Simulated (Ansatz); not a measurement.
**Computed against measured: atomisation enthalpy at 298 K**

6 molecules holding an element from Na to Cl; the atomisation enthalpy at 298 K in kJ/mol, computed less measured. Shapes, held fixed at every level: PBE0-D4/def2-TZVP. Flexible molecules stand in one conformer, not always the lowest. Thermal terms are harmonic and unscaled (PBE0-D4/def2-TZVP); the spin-orbit lowering of the free atoms is taken from their spectra. Programs: Ansatz 0.2.0. Measured values: Active Thermochemical Tables, CRC Handbook of Chemistry and Physics, NIST-JANAF tables.

Levels: A = HF/def2-TZVPP; B = BHLYP-D4/def2-TZVPP; C = CCSD/def2-TZVPP.

```json
{"molecule": "PF3 (phosphorus trifluoride)", "from tabulated heats": "1513", "A": "-548", "B": "-124", "C": "-116"}
{"molecule": "CH2Cl2 (SMILES ClCCl)", "from tabulated heats": "1490", "A": "-459", "B": "-70", "C": "-83"}
{"molecule": "SiH3Cl (SMILES [SiH3]Cl)", "from tabulated heats": "1367", "A": "-314", "B": "-19", "C": "-46"}
{"molecule": "C2H3ClO (acetyl chloride)", "from tabulated heats": "2700", "A": "-833", "B": "-128", "C": "-142"}
{"molecule": "C2Cl2F4 (dichlorotetrafluoroethane)", "from tabulated heats": "2931", "A": "-1100", "B": "-254", "C": "-217"}
{"molecule": "C3H6Cl2 (2,2-dichloropropane)", "from tabulated heats": "3874", "A": "-1066", "B": "-125", "C": "-168"}
```

**Question.** Which level does best on this set, which worst, and which err to one side?

**Answer.** 
```
              level                   kind  mean error  mean absolute error  worst case
      HF/def2-TZVPP           Hartree–Fock      -720.0                720.0     C2Cl2F4
BHLYP-D4/def2-TZVPP          global hybrid      -120.0                120.0     C2Cl2F4
    CCSD/def2-TZVPP  coupled cluster or CI      -128.7                128.7     C2Cl2F4
```

On this set BHLYP-D4/def2-TZVPP has the smallest mean absolute error and HF/def2-TZVPP the largest. HF/def2-TZVPP is too low in 6 of 6; BHLYP-D4/def2-TZVPP is too low in 6 of 6; CCSD/def2-TZVPP is too low in 6 of 6. The heats of SiH3Cl (chlorosilane), C3H6Cl2 (2,2-dichloropropane) come from older tables and can be uncertain by 10 kJ/mol or more. Heats of the atoms come from ATcT where it has them. The tabulated value of C2Cl2F4 is in doubt (older tables, estimates, or at odds with other calculations) and kept here. Over the 5 molecules whose values aren't doubted the mean absolute errors are A 644.0; B 93.2; C 111.0. The smallest two are near a tie. For HF/def2-TZVPP and BHLYP-D4/def2-TZVPP and CCSD/def2-TZVPP the error tends to grow with the atomisation enthalpy. Hartree–Fock lacks correlation and underbinds. Correlated wave functions converge slowly with the basis. CCSD also lacks the triples, which bind further. The set is small.

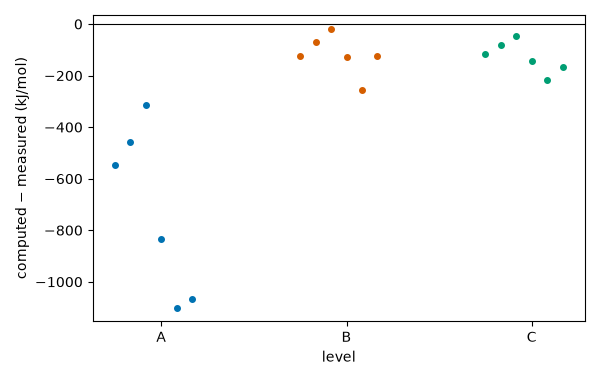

Errors of each level, one point a molecule.
